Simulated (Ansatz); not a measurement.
```xyz
7

C    -1.1633    0.6246   -0.1931
C    -2.4849    0.2478    0.2439
F    -0.3285    1.0613    0.6140
F    -2.7027    0.4096    1.5363
H    -0.8315    0.5463   -1.2453
H    -2.6319   -0.8075   -0.1099
H    -3.1954    0.8217   -0.4089
```

Geometry: PBE0-D3(BJ)/def2-SVP.

Computed with Ansatz 0.2.0, isolated molecule in a Gaussian basis; Kohn-Sham density functional theory, functional PBE0.

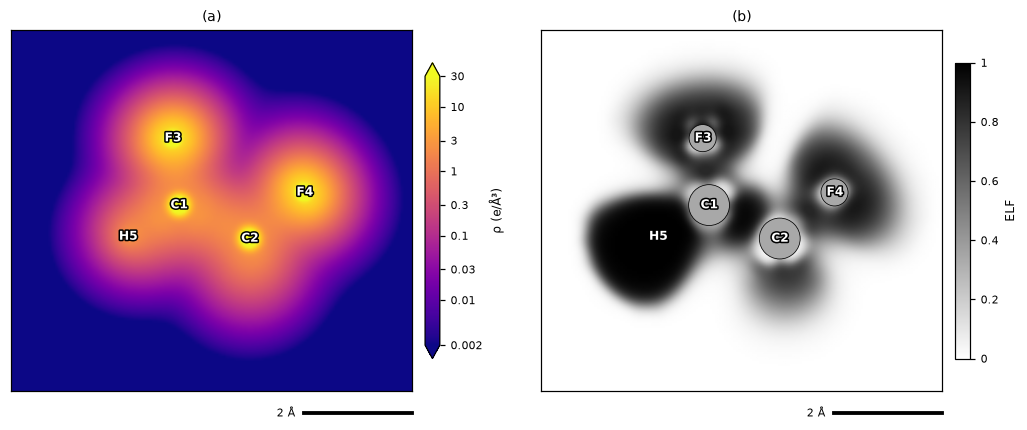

C2H3F2 (SMILES F[CH+]CF) (charge +1). (a) electron density; (b) ELF on the plane of atoms F3, C1 and H5. Grey discs cover the atomic cores in the ELF map.

**Describe what can be read from this map.**

- The plane passes through C, F and H nuclei.
- C–F (1.24 Å): ρ at the midpoint is about 3.1 e/Å³; the ELF peaks at about 0.85 between the atoms: a shared but strongly polarised pair.
- C–C (1.44 Å): the density is about 2.1 e/Å³ at the midpoint; the ELF peaks at about 0.95 between the atoms, as expected for a covalent bond.
- C–H (1.11 Å): the density is about 2.3 e/Å³ at the midpoint; the ELF climbs to about 1 towards the hydrogen, as it does in any bond to H; an ordinary covalent bond to hydrogen.
- C–F (1.32 Å): ρ at the midpoint is about 2.5 e/Å³; the ELF peaks at about 0.85 between the atoms: a shared but strongly polarised pair.
- The ELF also peaks beside F4 and F3, away from the bonds: lone-pair regions.
